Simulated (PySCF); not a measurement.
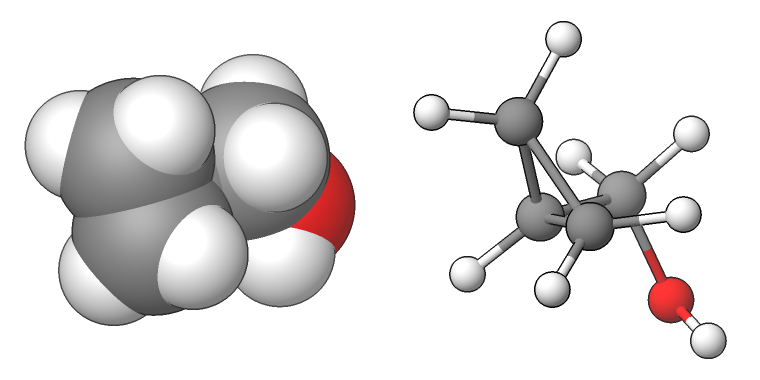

Both panels show the same species. Colours: oxygen red, carbon grey, hydrogen white.

The geometry was computed by an optimisation with GFN2-xTB. No frequency run is at hand to confirm it as a minimum.

Description:

It has 13 atoms: 4 carbon, 8 hydrogen and 1 oxygen (C4H8O). Its SMILES string is `OCC1CC1`. Independent rings (smallest set): 1 of 3 members. Among its groups: alcohol. The point group is C1. Coordination, clear cases only: 1 O bent; 1 C tetrahedral.

The parts below concern this one geometry. Atoms keep their numbers from picture to picture.

### Shape

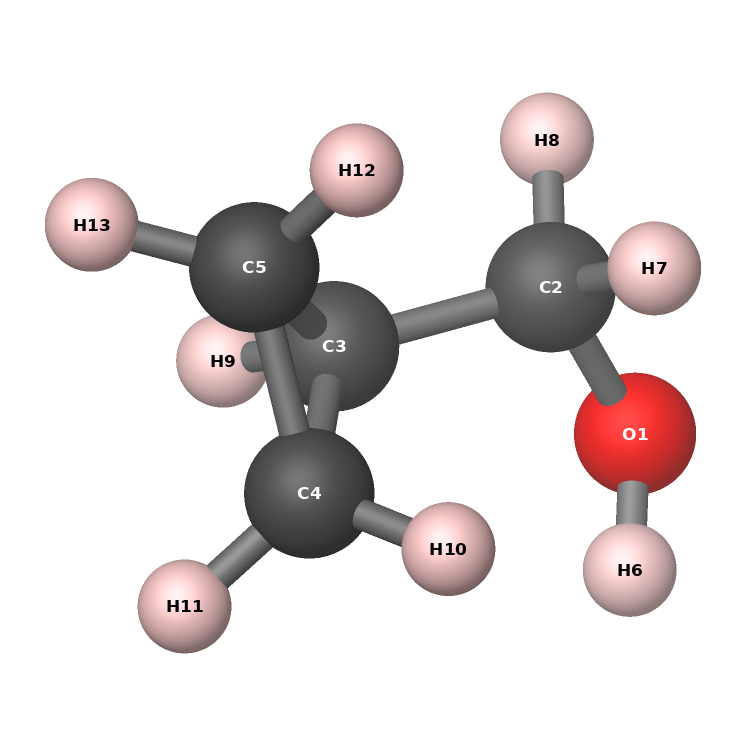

No frequency run is at hand to confirm it as a minimum.

Which atoms are bonded, and how long are the bonds?

| bond | length (Å) | order |
| --- | --- | --- |
| O1–C2 | 1.410 | single |
| O1–H6 | 0.964 | single |
| C2–C3 | 1.512 | single |
| C2–H7 | 1.101 | single |
| C2–H8 | 1.094 | single |
| C3–C4 | 1.501 | single |
| C3–C5 | 1.498 | single |
| C3–H9 | 1.083 | single |
| C4–C5 | 1.498 | single |
| C4–H10 | 1.080 | single |
| C4–H11 | 1.079 | single |
| C5–H12 | 1.080 | single |
| C5–H13 | 1.079 | single |

### Dipole moment

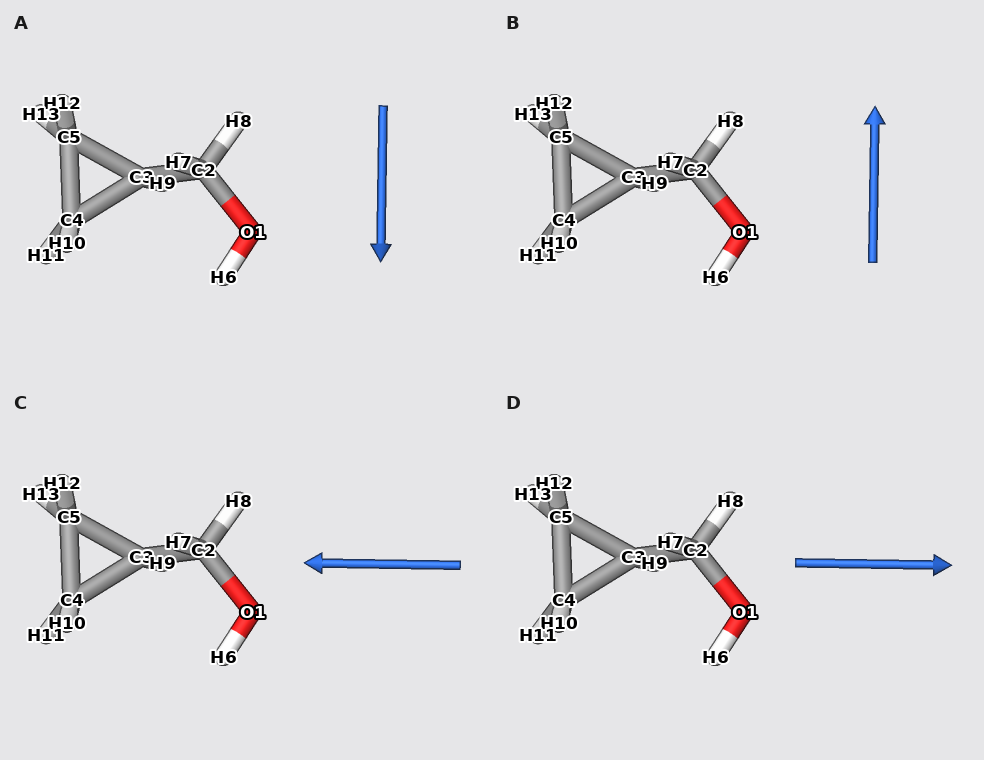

The same molecule four times, each with an arrow. No frequency run is at hand to confirm it as a minimum. Properties computed with CAM-B3LYP/def2-SVPD, gas phase (PySCF 2.14.0).

Which arrow points along the dipole moment, from the negative to the positive end?

C. The dipole moment is 1.88 D; it points from the side of O1 to the side of H11, H13 (the outermost atoms at the two ends).

### Polarisability

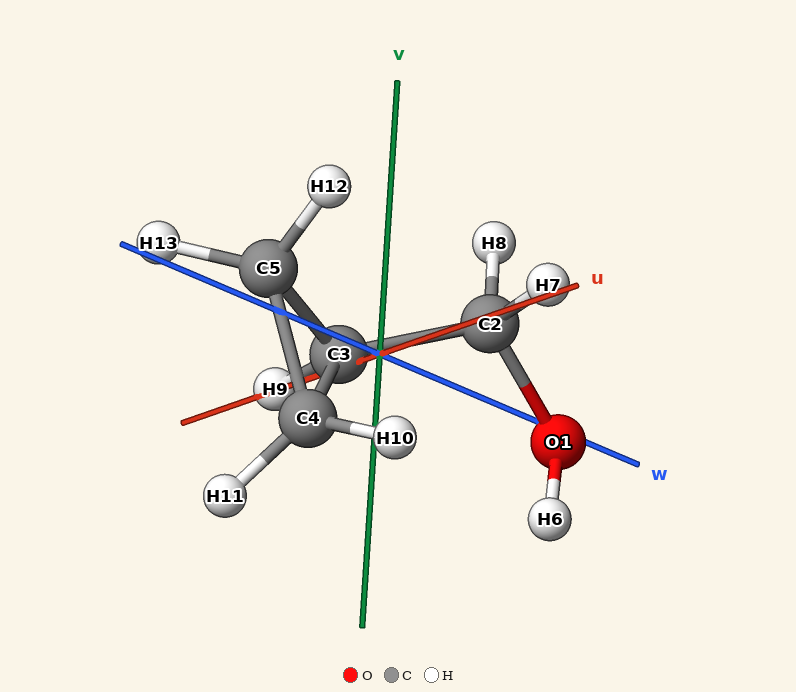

The lines u, v and w are the principal axes of the static dipole polarisability. No frequency run is at hand to confirm it as a minimum. Method: CAM-B3LYP/def2-SVPD (PySCF 2.14.0).

Along which axis is the molecule most polarisable, and along which least?

Most along w (close to the long direction O1···C5), least along u.

Give the three principal values.

u 46.1, v 51.4, w 57.0 bohr³; mean 51.5, anisotropy 9.4 bohr³.

### Excitation

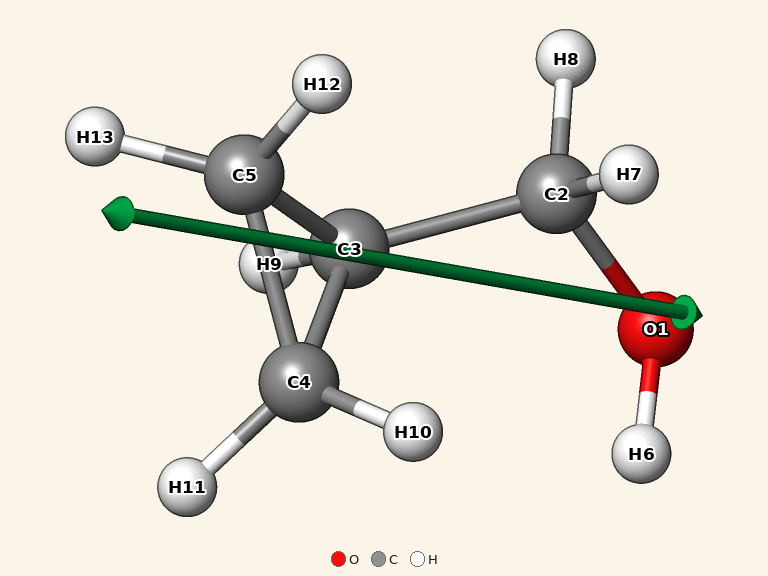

The double arrow shows the direction of the transition dipole to excited singlet state 7 (its length means nothing). No frequency run is at hand to confirm it as a minimum. Method: TDDFT CAM-B3LYP/def2-SVPD, vertical, gas phase, core orbitals frozen in the response (PySCF 2.14.0).

How is the transition polarised?

Close to the long direction O1···C5.

Give its energy, strength and character.

8.60 eV (144 nm), oscillator strength 0.038, of mixed character, with the largest part HOMO−2 → LUMO+1 (weight 0.33); transition dipole 1.08 D.
